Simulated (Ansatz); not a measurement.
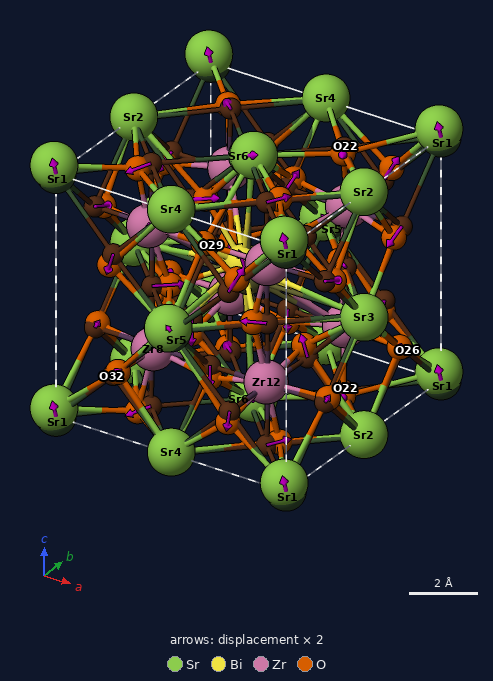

This is a relaxation of a defect cell of composition Sr$_{6}$BiZr$_{8}$O$_{24}$. The starting structure is drawn faded, the final one solid; purple arrows show the displacements, 2 times their true length.

The picture is a ball-and-stick view of the cell of the calculation, seen from a free direction.

Method: Ansatz 0.2.0, DFT, PBEsol, PAW, plane waves. Set-up: plane-wave cutoff 420 eV; k-point mesh 1 × 1 × 1; mesh shifted by (0.25, 0.25, 0.25); collinear spin; atoms relaxed in a fixed cell; force threshold 0.03 eV/Å; at most 80 steps.

> What did the optimiser do to the structure, and how much energy did it gain?

The largest moves, 0.56 Å, are those of O atoms. Largest moves by element: O 0.56 Å, Bi 0.49 Å, Sr 0.28 Å, Zr 0.11 Å. The lattice vectors keep their values. Among the contacts that change: O–Sr 2.906 → 3.601 Å, Bi–O 2.907 → 2.236 Å, Bi–O 2.910 → 2.263 Å, Bi–O 2.923 → 2.292 Å. Among the angles between lasting bonds that change: Zr–O–Zr 178.7° → 147.0°, Zr–O–Zr 179.3° → 148.7°, Zr–O–Zr 177.3° → 148.2°. After 15 accepted moves (16 points after the start) the energy has fallen by 3.683 eV per cell of the calculation. Largest force component: 1.3 eV/Å at the start, 0.025 eV/Å at the end. The line search rejected the trial step at point 12 of the run.

Limits of the set-up: the periodic images lie only 8.3 Å apart, so the values are limited by the cell's size.
